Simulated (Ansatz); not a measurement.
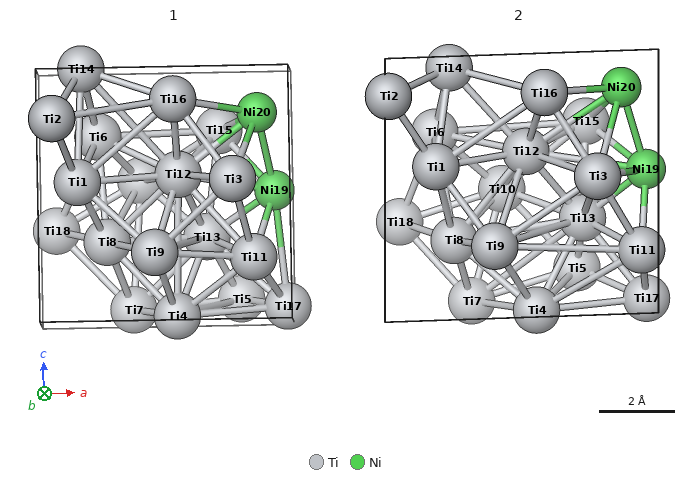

Two geometries of an amorphous cell of composition Ti₉Ni (coarse preliminary run), drawn at one scale. One is the start of a relaxation, the other its converged end. Style: ball-and-stick. Shown: the cell of the calculation, along the b axis.

The calculation used DFT PBE, scalar-relativistic, plane waves, PAW (Ansatz 0.2.0). Settings: plane-wave cutoff 420 eV; k-point mesh 2 × 2 × 2; occupations gaussian; smearing width 0.1 eV; mesh shifted by (0.5, 0.5, 0.5); no spin polarisation; cell and atoms relaxed; force threshold 0.04 eV/Å; at most 70 steps.

Which of the two is the end point?

Answer. Structure 1 is the relaxed one. Case: the quenched liquid. The atom that moves furthest relative to the cell is Ti5 (0.84 Å along [2 1 −2]). Largest moves by element: Ti 0.84 Å, Ni 0.59 Å. The drawn cell changes as follows: a 7.337 → 6.762 Å (−7.8 %), b 6.939 → 7.294 Å (+5.1 %), c 7.060 → 6.786 Å (−3.9 %), α 89.5° → 92.5°, β 88.1° → 90.0°, γ 92.6° → 91.7°; the volume changes by −6.8 %. Near-neighbour distances that change, for instance: Ti5–Ti14 4.914 → 3.444 Å, Ti2–Ti10 4.066 → 2.747 Å, Ti5–Ti10 2.935 → 4.166 Å, Ti7–Ti13 4.137 → 2.955 Å. New bonds form: Ti11–Ti12 (4.19 → 3.04 Å). Bonds break: Ti5–Ti10 (2.93 → 4.17 Å). Over 14 accepted moves (15 points after the start) the energy falls by 2.342 eV per cell of the calculation. Largest force component: 1 eV/Å at the start, 0.036 eV/Å at the end. Pressure: −4.89 GPa at the start and 0.07 GPa at the end. At 1 point the geometry stayed and the basis and grid were re-selected for the new cell (energy shift of 3.8 meV per cell of the calculation at most each time).

Limits of the set-up: the k-point mesh is coarse for a cell with partly filled bands; the periodic images lie only 6.9 Å apart, so the values are limited by the cell's size.
